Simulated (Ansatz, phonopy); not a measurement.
# Quasi-harmonic thermodynamics of K (Im-3m), part 3 of 3

How much does K expand with temperature?

Measurements to reproduce:
- heat capacity C_P per formula unit 29.4 J/mol/K near room temperature (given in “High-Throughput Prediction of Finite-Temperature Properties using the Quasi-Harmonic Approximation”, 2016, arXiv:1603.06924)

Ansatz 0.2.0; DFT PBEsol, scalar-relativistic, plane waves, PAW.

So far. Step 5 (Relaxing at another setting): The residual pressure is -3.6e-5 GPa, small enough for phonons. Step 6 (Phonons on strained cells, cutoff 550 eV): At 298 K the volume expansion is 260 × 10⁻⁶/K and B_T is 2.81 GPa. The relaxed cell has a = 5.215 Å (conventional setting).

The database entry behind the starting cell lists a temperature near 5 K, so it need not match the best structure at ambient conditions.

## Step 8: The quasi-harmonic study, cutoff 487.2 eV, k-mesh 20×20×20

Thermal expansion follows from how the free energy of the vibrations (and of the electrons in a metal) changes with strain, so the program makes strained cells, their phonons and a fit in one run.

This step: DFT PBEsol, scalar-relativistic, plane waves, PAW (Ansatz 0.2.0).

input.yaml

```yaml
crystal:
  lattice:
    - [-2.6074342262, 2.6074342262, 2.6074342262]
    - [2.6074342262, -2.6074342262, 2.6074342262]
    - [2.6074342262, 2.6074342262, -2.6074342262]
  atoms:
    - { symbol: K, position: [0.0, 0.0, 0.0] }
kpoints:
  mp_grid: { grid: [20, 20, 20] }
hamiltonian:
  xc: pbesol
scf:
  occupations: { method: methfessel_paxton, width: 0.2 }
  lower_state_search: "off"
output:
  eigenvalues: true
phonons:
  method: dfpt
  qmesh: [4, 4, 4]
  temperatures: { t_max: 300.0, t_step: 25 }
  thermal_expansion: {}
```

Launch:

```console
ansatz run input.yaml --threads 4 --pin off --max-ram 16384MiB --backend cpu --events-out ev --progress --plain --runs-dir out
```

Numbers of over 12 decimals in the logs are rounded to 6 here.

The log of the run:

```text
The last accepted step is kept in <dir> (removed where the run ends without a failure and the disk answers)
Engine: ansatz 0.2.0, aarch64-unknown-linux-gnu
Pseudopotentials: kind: paw
Pseudopotential: K, paw, valence charge 9, recommended cutoff 420 eV (normal), K.paw.azcp
Functional definition: PBEsol
  exchange = pbesol_x
  correlation = pbesol_c
Crystal: 1 atoms, lattice volume = 70.909 Å³
Basis set: ecut = 487.2 eV, 1745 PW (Γ), exchange–correlation on 72×72×72 points (8 copies of the dense FFT grid, shifted against one another)
Bands: 9, of which v1, the nominal top of the filled ones, is band 5 counted from 1 (4 counted from 0)
Symmetry: 48 space group operations
Space group: Im-3m (ITA 229), of the structure as read, at distance tolerance 4.1e-5 Å
k-points: 256 of 8000
Non-local potential: K, projectors of the file, l = 0: 3, l = 1: 2, l = 2: 2
PAW form: soft (Blöchl's): semilocal exchange-correlation on the pseudo side does not see the compensation charge
PAW frozen core: K, regenerated for the run's functional, and the local potential with it (the file was generated under x = pbe(κ = 0.804, μ = 0.219515), c = pbe(β = 0.066725))
PAW one-centre angular grid: K, 110 points (default); XC on 64 Gauss nodes
Initial density: superposition of atomic densities (neutral atoms: chi_scale 0, normalization atom), corrected by the library's trained network
Initial wavefunctions: pseudopotential atomic-orbital guess
Functional: x = pbesol(κ = 0.804, μ = 0.123457), c = pbesol(β = 0.046)
SCF iter   1: F=—  HF=-1516.028569 eV  |F-HF|=—  |Δ(HF+E_count)|=         —  Δρ=1.25e-3  dr2=6.14e-4  ethr=1.77e-3  ⟨swp⟩=5.0  Hψ=16379  notcnv=0
preconditioner: auto → Kerker (q_TF=auto, 1.934 Å⁻¹)  [metal: Δε(μ)=0.049 eV  Ē_g=4.117 eV  σ=0.200 eV  W_gap=0.20  n_scr=12 (ndim 8)  ℏωp=4.4 eV  f_vac=0.000  D(μ)=0.75/eV (n_scr^D=0)]
SCF iter   2: F=—  HF=-1516.028142 eV  |F-HF|=—  |Δ(HF+E_count)|=   4.26e-4  S|Δr|=    0.00e0  Δρ=5.27e-4  dr2=7.78e-5  ethr=6.83e-6  ⟨swp⟩=2.1  Hψ=5248  notcnv=0
SCF iter   3: F=—  HF=-1516.028144 eV  |F-HF|=—  |Δ(HF+E_count)|=   1.37e-6  S|Δr|=    0.00e0  Δρ=1.56e-4  dr2=1.12e-5  ethr=8.64e-7  ⟨swp⟩=1.8  Hψ=2850  notcnv=0
SCF iter   4: F=—  HF=-1516.028144 eV  |F-HF|=—  |Δ(HF+E_count)|=   4.15e-7  S|Δr|=    0.00e0  Δρ=3.14e-5  dr2=5.99e-7  ethr=1.25e-7  ⟨swp⟩=2.5  Hψ=3182  notcnv=0
SCF iter   5: F=—  HF=-1516.028145 eV  |F-HF|=—  |Δ(HF+E_count)|=   7.73e-7  S|Δr|=    0.00e0  Δρ=3.30e-6  dr2=5.02e-9  ethr=6.66e-9  ⟨swp⟩=1.6  Hψ=2501  notcnv=0
SCF iter   6: F=—  HF=-1516.028145 eV  |F-HF|=—  |Δ(HF+E_count)|=   9.54e-9  S|Δr|=    0.00e0  Δρ=6.83e-7  dr2=3.70e-10  ethr=5.58e-11  ⟨swp⟩=2.1  Hψ=3459  notcnv=0
[...]
SCF converged after 8 iterations
Stability not checked: this state was not tested for a lower state beside it, because cold or Methfessel-Paxton smearing, or corrected tetrahedra, fill the levels in a way that the test cannot read (fill_not_monotonic; see scf.lower_state_search)
Free energy (F): -1516.028145 eV
Harris-Foulkes:  -1516.028145 eV  (|F-HF|=2.27e-13)
Internal energy: -1516.028451 eV  (E = F + TS)
E sigma→0 (E₀):  -1516.028222 eV
Entropy (-TS):   0.000306 eV (0.306 meV/atom)
Fermi energy:    1.869999 eV
--- Per-component energies (eV) ---
  E_band       = -141.089664
  E_kinetic    = 251.960284
  E_local      = -746.509738  (includes V_loc(G=0)·N_el)
  E_nonlocal   = 13.827382
  E_hartree    = 265.374161
  E_xc         = -131.993093
  E_vxc        = -161.696828  (∫ρ·V_xc dr)
  E_paw        = -761.815035  (= ΣΔE_a)
  E_vpaw       = -29.419108  (= ΣTr[D̂ρ^β])
  E_aug_tail   = -0.000002  (compensation charges beyond the density's cutoff)
  E_ewald      = -406.980294
  E_core_change = 0.107885  (= ΣΔE_core)
  E_smearing   = 0.000306  (= −TS)
  E_closure    = 0.000000  (closes the sum)
  Σ components = -1516.028145   (vs F -1516.028145, Δ=0.00e0)
--- Forces (eV/Å), atoms counted from 1 ---
  atom   1  K      0.00000000    -0.00000000     0.00000000
  max |Σ_I F_I| component: 2.41e-32 eV/Å
--- Stress (GPa, compression-positive) ---
       -0.003382       0.000000       0.000000
        0.000000      -0.003382      -0.000000
        0.000000       0.000000      -0.003382
  P = ⅓ Tr σ = -0.0034 GPa (-0.034 kbar)
--- Band table (eV; the first three rows and the last of 256) ---
  k-point 0: bands = ["-30.1085", "-13.6183", "-13.6183", "-13.6183", "-0.3487", "6.1835", "6.1835", "6.1835", "7.1138"]
  k-point 1: bands = ["-30.1084", "-13.6203", "-13.6190", "-13.6183", "-0.3165", "6.1403", "6.1424", "6.2092", "7.0422"]
  k-point 2: bands = ["-30.1080", "-13.6259", "-13.6208", "-13.6183", "-0.2207", "5.9854", "6.0230", "6.2860", "6.9176"]
  k-point 255: bands = ["-30.0996", "-13.6745", "-13.6745", "-13.6745", "3.5194", "3.5194", "5.4218", "5.4218", "5.4218"]
── thermal expansion: 3 new cells, 3 in all ──
thermal expansion: relaxation of cell 2
thermal expansion: relaxation of cell 3
── thermal expansion: 2 new cells, 5 in all ──
thermal expansion: relaxation of cell 4
thermal expansion: electrons of cell 4
thermal expansion: phonons of cell 4
thermal expansion: relaxation of cell 5
thermal expansion: electrons of cell 1
thermal expansion: electrons of cell 2
thermal expansion: electrons of cell 3
thermal expansion: electrons of cell 5
thermal expansion: phonons of cell 5
── thermal expansion: 7 new cells, 12 in all ──
thermal expansion: relaxation of cell 6
thermal expansion: relaxation of cell 7
thermal expansion: relaxation of cell 8
thermal expansion: relaxation of cell 9
thermal expansion: relaxation of cell 10
thermal expansion: relaxation of cell 11
thermal expansion: relaxation of cell 12
thermal expansion: electrons of cell 6
thermal expansion: electrons of cell 7
thermal expansion: electrons of cell 8
thermal expansion: electrons of cell 9
thermal expansion: electrons of cell 10
thermal expansion: electrons of cell 11
thermal expansion: electrons of cell 12
thermal expansion: phonons of cell 6
thermal expansion: phonons of cell 7
thermal expansion: phonons of cell 8
thermal expansion: phonons of cell 9
```

The job ended after 58 min (4 threads of Arm Neoverse V2, shared host; peak memory 9.7 GiB).

The run was cut off at its time limit.

## Step 9: The quasi-harmonic study, cutoff 487.2 eV

The study relaxes the crystal at several strains, solves the phonons on some of them and minimises the free energy at each temperature (static energy, vibrations, the electrons in a metal, and PV under a set pressure); the q-mesh sets how far the force constants reach.

Changes to input.yaml since step 8:

```diff
@@ -8,3 +8,3 @@
 kpoints:
-  mp_grid: { grid: [20, 20, 20] }
+  mp_grid: { grid: [12, 12, 12] }
 hamiltonian:
```

The log of the run:

```text
[...]
Crystal: 1 atoms, lattice volume = 70.909 Å³
Basis set: ecut = 487.2 eV, 1745 PW (Γ), exchange–correlation on 72×72×72 points (8 copies of the dense FFT grid, shifted against one another)
Bands: 9, of which v1, the nominal top of the filled ones, is band 5 counted from 1 (4 counted from 0)
Symmetry: 48 space group operations
[...]
k-points: 72 of 1728
[...]
298.15    4.61775    4.61775    4.61775    75.7998 |   86.64   86.64   86.64  259.91 |       - |    27.961    25.375 |     2.81     3.10
   300.00    4.61849    4.61849    4.61849    75.8363 |   86.85   86.85   86.85  260.56 |  260.30 |    27.991    25.380 |     2.81     3.10
[...]
vibrations' free energy: its fit leaves 0.0000 meV an atom at the most
[...]
free energies summed between the sampled wave vectors
[...]
[key lines of the parts left out:]
SCF converged after 8 iterations
Free energy (F): -1516.027465 eV
Fermi energy:    1.851155 eV
P = ⅓ Tr σ = -0.0000 GPa (-0.000 kbar)
```

Wall time 16 min (4 threads); peak memory 2.9 GiB; 61 min of CPU time.

Strained cells of the study; zero-point energy where phonons were solved; the pressures are stresses at a fixed cutoff and can carry an offset from the finite basis. Expansion cells, by row:

```
cell  |a| (Å)  |b| (Å)  |c| (Å)  V (Å³/atom)  E - E_lowest (meV/atom)  pressure, compression positive (GPa)  gap (eV)  zero-point energy (meV/atom)
   1    4.516    4.516    4.516        70.91                        0                                     0         -                             -
   2    4.552    4.552    4.552        72.62                    0.465                                -0.085         -                             -
   3     4.48     4.48     4.48        69.23                    0.477                                 0.093         -                             -
   4    4.516    4.516    4.516        70.92                        0                                -0.001         -                         9.575
   5    4.539    4.539    4.539        71.99                    0.187                                -0.055         -                         9.395
   6    4.569    4.569    4.569        73.43                    0.988                                -0.122         -                         9.157
   7    4.596    4.596    4.596        74.72                    2.193                                -0.177         -                         8.949
   8    4.622    4.622    4.622        76.03                    3.853                                -0.228         -                         8.742
   9    4.649    4.649    4.649        77.37                    5.955                                -0.276         -                         8.535
  10    4.472    4.472    4.472        68.83                    0.743                                 0.117         -                             -
  11    4.494    4.494    4.494        69.87                    0.182                                 0.057         -                             -
  12    4.687    4.687    4.687        79.24                    9.536                                -0.336         -                             -
```

Changing the cutoff (550 → 487.2 eV) takes the volume expansion at 298 K from 260 to 260 × 10⁻⁶/K and B_T from 2.81 to 2.81 GPa.

## Step 10: Quasi-harmonic fit by phonopy

This step: DFT PBEsol, scalar-relativistic, plane waves, PAW (phonopy 4.10.0).

Energy (each curve on its own zero) against volume; values in meV/atom:

```
volume (Å³/atom)  static  F at 0 K  F at 300 K
           70.92       0      0.52        4.31
           71.99    0.19      0.52        3.05
           73.43    0.99      1.09        1.88
           74.72    2.19      2.08        1.32
           76.03    3.85      3.54        1.18
           77.37    5.95      5.43        1.43
```

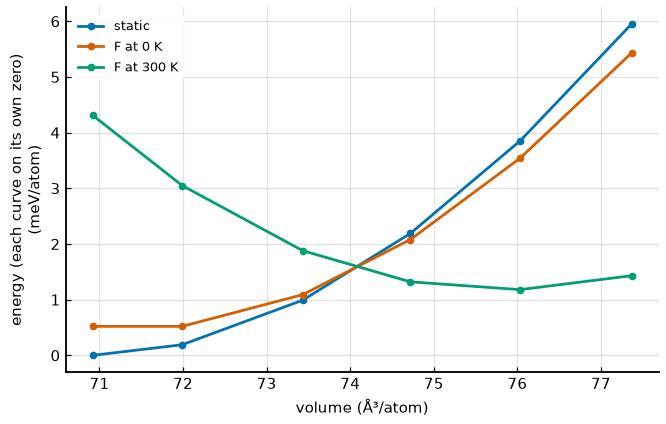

Energy (each curve on its own zero) against volume.

Phonopy-qha, vinet fit of F(V) at each temperature. Qha vinet, by row:

```
T (K)  fitted volume (Å³/atom)  alpha_V (1e-6/K)  B_T (GPa)  C_P (J/mol-atom/K)  Grueneisen
   75                    72.07             186.8        3.5               23.69       1.241
  100                    72.42             199.8       3.43               24.74       1.258
  125                     72.8             208.6       3.36               25.36        1.27
  150                    73.18               216       3.29               25.81       1.281
  175                    73.59             222.9       3.21                26.2       1.291
  200                       74             229.9       3.13               26.56       1.301
  225                    74.44             236.9       3.05               26.91       1.312
  250                    74.89             244.4       2.97               27.27       1.323
  275                    75.35             252.3       2.89               27.63       1.335
```

The volume expansion coefficient by temperature; values in 1e-6/K:

```
temperature (K)  phonopy-qha, Vinet  Ansatz's own study
           75.0                 187                 188
          100.0                 200                 200
          125.0                 209                 209
          150.0                 216                 216
          175.0                 223                 223
          200.0                 230                 230
          225.0                 237                 237
          250.0                 244                 244
          275.0                 252                 252
```

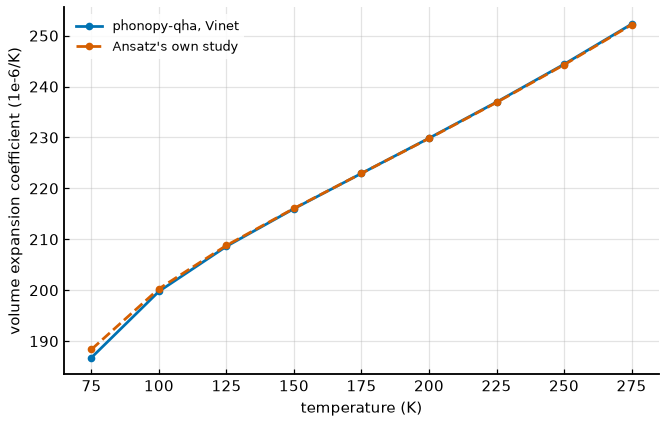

Volume expansion coefficient against temperature.

## Step 11: What came out

| Property | Result |
| --- | --- |
| settings of these figures | PBEsol, 550 eV, k 12×12×12, q 4×4×4 |
| volume expansion coefficient at 298 K | 259.9 1e-6/K |
| C_P at 298 K | 27.96 J/mol-atom/K |
| entropy at 298 K | 64.50 J/mol-atom/K |
| isothermal bulk modulus at 298 K | 2.813 GPa |
| Grüneisen parameter at 298 K | 1.316 |
| volume at 298 K | 75.8 Å³/atom |
| principal linear expansion coefficients at 298 K | 86.65, 86.65, 86.65 1e-6/K |

In words: Near room temperature K expands by 260 × 10⁻⁶/K in volume by PBEsol, with C_P = 28.0 J/(mol K) per mole of atoms and B_T = 2.81 GPa. C_P at room temperature is 112 % of the classical 3R an atom; C_V is 102 %, and the rest is expansion work. In this metal the study includes the electrons' free energy, which adds a term that grows with temperature, so the heat capacities need not level off at 3R. A measured heat capacity per formula unit near room temperature is 29.4 J/mol/K (arXiv:1603.06924); the calculated 28.0 J/mol/K differs by -5 %. Changing the cutoff moves the volume expansion at 298 K between 260 and 260 × 10⁻⁶/K, while the CPU time spans a factor of 1.1. The PAW files were made for PBE and are used here under another functional, for which the program regenerates the frozen cores.

[Logs are printed without paths, hosts, clocks, repeated set-up lines and the standing remarks that a program may print on its own settings, such as how far it seeks lower states.]

[Hosts, paths, dates, database ids (printed as entryN), source tags and the programs' standing remarks are cut or masked in the printed files.]

[A step with changed settings may run another functional than the one named; its input shows which.]
